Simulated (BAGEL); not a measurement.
# One shape, several levels: C2H5N (aziridine)

Aim: a comparison of 4 runs (B3LYP/6-31G*, B3LYP/def2-SVPD, PBE0/def2-SVPD, RI-MP2/def2-SVPD) of C2H5N (aziridine). 

Program for the calculation: BAGEL 1.2.2.

## 1. The structure to begin with

C2H5N has 8 atoms, charge 0, and is taken as a singlet. SMILES: `C1CN1`. Geometry: relaxed at PBE0-D4/def2-TZVP.

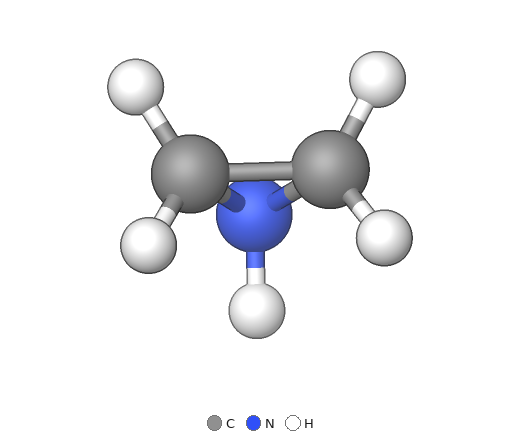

The structure, seen from a chosen angle (carbon grey, nitrogen blue, hydrogen white).

## 2. The energy at B3LYP/6-31G(d) (density fitting with cc-pvqz-jkfit, spherical functions) (run 1)

Input file dft.json:

```json
{ "bagel" : [

{
  "title" : "molecule",
  "basis" : "6-31gs.json",
  "df_basis" : "cc-pvqz-jkfit",
  "angstrom" : true,
  "geometry" : [
    { "atom" : "C", "xyz" : [   -0.441950,    0.372860,   -0.526630 ] },
    { "atom" : "C", "xyz" : [    0.701820,    0.041300,    0.342680 ] },
    { "atom" : "N", "xyz" : [   -0.646410,   -0.379240,    0.705850 ] },
    { "atom" : "H", "xyz" : [   -0.523890,   -0.146250,   -1.476300 ] },
    { "atom" : "H", "xyz" : [   -0.850360,    1.377350,   -0.521460 ] },
    { "atom" : "H", "xyz" : [    1.130680,    0.803020,    0.984310 ] },
    { "atom" : "H", "xyz" : [    1.406100,   -0.705720,   -0.009460 ] },
    { "atom" : "H", "xyz" : [   -0.775990,   -1.363310,    0.501020 ] }
  ]
},
{ "title" : "ks", "xc_func" : "b3lyp" },
{ "title" : "print", "file" : "orbitals.molden", "orbitals" : true }

]}
```

The basis set 6-31G* is read from a file made from the Basis Set Exchange's data (not shown).

The run is started by

```console
$ BAGEL_NUM_THREADS=1 BAGEL dft.json > dft.out
```

Log:

```text
* using 1 threads per process

  ===============================================================
  ===============================================================

  *** Geometry ***

  { "atom" : "C", "xyz" : [     -0.835164,      0.704603,     -0.995186 ] },
  { "atom" : "C", "xyz" : [      1.326248,      0.078046,      0.647571 ] },
  { "atom" : "N", "xyz" : [     -1.221538,     -0.716660,      1.333863 ] },
[... 4 lines of this table left out ...]
  { "atom" : "H", "xyz" : [     -1.466409,     -2.576283,      0.946791 ] },

  Number of auxiliary basis functions:      573

  Since a DF basis is specified, we compute 2- and 3-index integrals:
    o Being stored without compression. Storage requirement is 0.012 GB

  Number of basis functions:       52
  Number of electrons      :       24

    * METHOD: MOLECULE                             0.28

  *** Kohn-Sham DFT ***

    * Removing 14879 points whose weight is below 1.00e-10
    * Grid points: 104369

  === Nuclear Repulsion ===
    76.5777795189

       - DIIS with orbital gradients will be used.

  === KS iteration (b3lyp / 6-31gs.json) ===
      0       -113.11452301          0.20844961           0.20
      1       -115.23055816          0.14497211           0.19
      2       -115.51498520          0.27018733           0.19
[... 14 lines of this table left out ...]
     17       -133.91645217          0.00000001           0.19
    * SCF iteration converged.

    * Permanent dipole moment:
           (   -0.330088,     0.273863,     0.538749) a.u.

    * METHOD: KS                                   3.84

    * METHOD: PRINT                                0.01

  ===============================================================
```

It took 4.5 s on 1 thread of Arm Neoverse V1, shared host; peak memory 0.27 GiB.

## 3. A single-point energy at B3LYP/def2-SVPD (density fitting with cc-pvqz-jkfit) (run 2)

Input file input.json:

```json
{ "bagel" : [

{
  "title" : "molecule",
  "basis" : "def2-svpd.json",
  "df_basis" : "cc-pvqz-jkfit",
  "angstrom" : true,
  "geometry" : [
    { "atom" : "C", "xyz" : [      -0.441950,       0.372860,      -0.526630 ] },
    { "atom" : "C", "xyz" : [       0.701820,       0.041300,       0.342680 ] },
    { "atom" : "N", "xyz" : [      -0.646410,      -0.379240,       0.705850 ] },
    { "atom" : "H", "xyz" : [      -0.523890,      -0.146250,      -1.476300 ] },
    { "atom" : "H", "xyz" : [      -0.850360,       1.377350,      -0.521460 ] },
    { "atom" : "H", "xyz" : [       1.130680,       0.803020,       0.984310 ] },
    { "atom" : "H", "xyz" : [       1.406100,      -0.705720,      -0.009460 ] },
    { "atom" : "H", "xyz" : [      -0.775990,      -1.363310,       0.501020 ] }
  ]
},

{
  "title" : "ks",
  "xc_func" : "b3lyp"
},

{
  "title" : "print",
  "file" : "orbitals.molden",
  "orbitals" : true
}

]}
```

The basis set def2-SVPD is read from a file made from the Basis Set Exchange's data (not shown).

The run is started by

```console
$ BAGEL_NUM_THREADS=1 BAGEL input.json > input.out
```

Log:

```text
* using 1 threads per process

  ===============================================================
  ===============================================================

  *** Geometry ***

  { "atom" : "C", "xyz" : [     -0.835164,      0.704603,     -0.995186 ] },
  { "atom" : "C", "xyz" : [      1.326248,      0.078046,      0.647571 ] },
  { "atom" : "N", "xyz" : [     -1.221538,     -0.716660,      1.333863 ] },
[... 4 lines of this table left out ...]
  { "atom" : "H", "xyz" : [     -1.466409,     -2.576283,      0.946791 ] },

  Number of auxiliary basis functions:      573

  Since a DF basis is specified, we compute 2- and 3-index integrals:
    o Being stored without compression. Storage requirement is 0.046 GB

  Number of basis functions:      100
  Number of electrons      :       24

    * METHOD: MOLECULE                             0.35

  *** Kohn-Sham DFT ***

    * Removing 14879 points whose weight is below 1.00e-10
    * Grid points: 104369

  === Nuclear Repulsion ===
    76.5777795189

       - DIIS with orbital gradients will be used.

  === KS iteration (b3lyp / def2-svpd.json) ===
      0       -111.32575878          0.13101434           0.34
      1       -108.19970308          0.14275567           0.33
      2       -114.07704983          0.17271570           0.34
[... 14 lines of this table left out ...]
     17       -133.83507690          0.00000000           0.33
    * SCF iteration converged.

    * Permanent dipole moment:
           (   -0.328060,     0.242120,     0.523980) a.u.

    * METHOD: KS                                   6.72

    * METHOD: PRINT                                0.02

  ===============================================================
```

Run time: 7.2 s. Hardware: 1 thread of Arm Neoverse V1, shared host; peak memory 0.48 GiB.

## 4. The energy at PBE0/def2-SVPD (density fitting with cc-pvqz-jkfit) (run 3)

Input file input.json:

```json
{ "bagel": [

{
  "title": "molecule",
  "basis": "def2-svpd.json",
  "df_basis": "cc-pvqz-jkfit",
  "angstrom": true,
  "geometry": [
    { "atom": "C", "xyz": [   -0.441950,    0.372860,   -0.526630 ] },
    { "atom": "C", "xyz": [    0.701820,    0.041300,    0.342680 ] },
    { "atom": "N", "xyz": [   -0.646410,   -0.379240,    0.705850 ] },
    { "atom": "H", "xyz": [   -0.523890,   -0.146250,   -1.476300 ] },
    { "atom": "H", "xyz": [   -0.850360,    1.377350,   -0.521460 ] },
    { "atom": "H", "xyz": [    1.130680,    0.803020,    0.984310 ] },
    { "atom": "H", "xyz": [    1.406100,   -0.705720,   -0.009460 ] },
    { "atom": "H", "xyz": [   -0.775990,   -1.363310,    0.501020 ] }
  ]
},
{
  "title": "ks",
  "xc_func": "pbe0"
},
{
  "title": "print",
  "file": "orbitals.molden",
  "orbitals": true
}

]}
```

The basis set def2-SVPD is read from a file made from the Basis Set Exchange's data (not shown).

The run is started by

```console
$ BAGEL_NUM_THREADS=1 BAGEL input.json > input.out
```

Log:

```text
* using 1 threads per process

  ===============================================================
  ===============================================================

  *** Geometry ***

  { "atom" : "C", "xyz" : [     -0.835164,      0.704603,     -0.995186 ] },
  { "atom" : "C", "xyz" : [      1.326248,      0.078046,      0.647571 ] },
  { "atom" : "N", "xyz" : [     -1.221538,     -0.716660,      1.333863 ] },
[... 4 lines of this table left out ...]
  { "atom" : "H", "xyz" : [     -1.466409,     -2.576283,      0.946791 ] },

  Number of auxiliary basis functions:      573

  Since a DF basis is specified, we compute 2- and 3-index integrals:
    o Being stored without compression. Storage requirement is 0.046 GB

  Number of basis functions:      100
  Number of electrons      :       24

    * METHOD: MOLECULE                             0.34

  *** Kohn-Sham DFT ***

    * Removing 14879 points whose weight is below 1.00e-10
    * Grid points: 104369

  === Nuclear Repulsion ===
    76.5777795189

       - DIIS with orbital gradients will be used.

  === KS iteration (pbe0 / def2-svpd.json) ===
      0       -111.14076601          0.13069797           0.33
      1       -107.60886824          0.14502136           0.33
      2       -114.67211782          0.16987286           0.33
[... 14 lines of this table left out ...]
     17       -133.67543310          0.00000001           0.33
    * SCF iteration converged.

    * Permanent dipole moment:
           (   -0.323488,     0.247325,     0.519951) a.u.

    * METHOD: KS                                   6.51

    * METHOD: PRINT                                0.02

  ===============================================================
```

It took 7.2 s on 1 thread of Arm Neoverse V1, shared host; peak memory 0.48 GiB.

## 5. A single-point energy at RI-MP2/def2-SVPD (density fitting with cc-pvqz-jkfit) (run 4)

Input file input.json:

```json
{ "bagel" : [

{
  "title" : "molecule",
  "basis" : "def2-svpd.json",
  "df_basis" : "cc-pvqz-jkfit",
  "angstrom" : true,
  "geometry" : [
    { "atom" : "C", "xyz" : [   -0.441950,    0.372860,   -0.526630 ] },
    { "atom" : "C", "xyz" : [    0.701820,    0.041300,    0.342680 ] },
    { "atom" : "N", "xyz" : [   -0.646410,   -0.379240,    0.705850 ] },
    { "atom" : "H", "xyz" : [   -0.523890,   -0.146250,   -1.476300 ] },
    { "atom" : "H", "xyz" : [   -0.850360,    1.377350,   -0.521460 ] },
    { "atom" : "H", "xyz" : [    1.130680,    0.803020,    0.984310 ] },
    { "atom" : "H", "xyz" : [    1.406100,   -0.705720,   -0.009460 ] },
    { "atom" : "H", "xyz" : [   -0.775990,   -1.363310,    0.501020 ] }
  ]
},
{ "title" : "hf" },
{ "title" : "mp2", "ncore" : 3 }

]}
```

The basis set def2-SVPD is read from a file made from the Basis Set Exchange's data (not shown).

The run is started by

```console
$ BAGEL_NUM_THREADS=1 BAGEL input.json > input.out
```

Log:

```text
* using 1 threads per process

  ===============================================================
  ===============================================================

  *** Geometry ***

  { "atom" : "C", "xyz" : [     -0.835164,      0.704603,     -0.995186 ] },
  { "atom" : "C", "xyz" : [      1.326248,      0.078046,      0.647571 ] },
  { "atom" : "N", "xyz" : [     -1.221538,     -0.716660,      1.333863 ] },
[... 4 lines of this table left out ...]
  { "atom" : "H", "xyz" : [     -1.466409,     -2.576283,      0.946791 ] },

[... 23 lines left out ...]
    * SCF iteration converged.
[... 1 line left out ...]
    * Permanent dipole moment:
[... 2 lines left out ...]
    * METHOD: HF                                   0.88

  *** RHF ***

  === Nuclear Repulsion ===
    76.5777795189

      * DIIS with orbital gradients will be used.

  === RHF iteration (def2-svpd.json) ===
      0       -132.95076292          0.00000000           0.06
    * SCF iteration converged.

    * Permanent dipole moment:
           (   -0.367328,     0.238122,     0.574122) a.u.

  === DF-MP2 calculation ===

    * freezing 3 orbitals
    * 3-index integral transformation done
    * assembly done

      MP2 correlation energy:   -0.4669800941      0.05

      MP2 total energy:       -133.4177430105

    * METHOD: MP2                                  0.19

  ===============================================================
```

Run time: 1.6 s. Hardware: 1 thread of Arm Neoverse V1, shared host; peak memory 0.13 GiB.

## 6. The series

```csv
run,level,frozen core orbitals,energy (Eh),dipole moment (D),HOMO energy (eV),LUMO energy (eV),wall time
1,"B3LYP/6-31G* (density fitting with cc-pvqz-jkfit, spherical functions)",–,-133.916452,1.75,-6.59,2.22,4.5 s
2,B3LYP/def2-SVPD (density fitting with cc-pvqz-jkfit),–,-133.835077,1.69,-7.00,0.58,7.2 s
3,PBE0/def2-SVPD (density fitting with cc-pvqz-jkfit),–,-133.675433,1.68,-7.25,0.92,7.2 s
4,RI-MP2/def2-SVPD (density fitting with cc-pvqz-jkfit),3,-133.417743,–,–,–,1.6 s
```

## 7. Outcome

| quantity | value |
| --- | --- |
| run 4: total energy | -133.41774 Eh |
| run 4: correlation energy (3 core orbitals frozen) | -467.0 mEh |

Over runs 1, 2, 3 the dipole moment (its size) runs from 1.68 D (PBE0/def2-SVPD) to 1.75 D (B3LYP/6-31G*). The two ends differ in method and basis. Over runs 1, 2, 3 the HOMO–LUMO gap runs from 7.59 eV (B3LYP/def2-SVPD) to 8.81 eV (B3LYP/6-31G*). Totals of different functionals can't be ranked against each other. All runs together took 21 s, the longest 7.2 s.
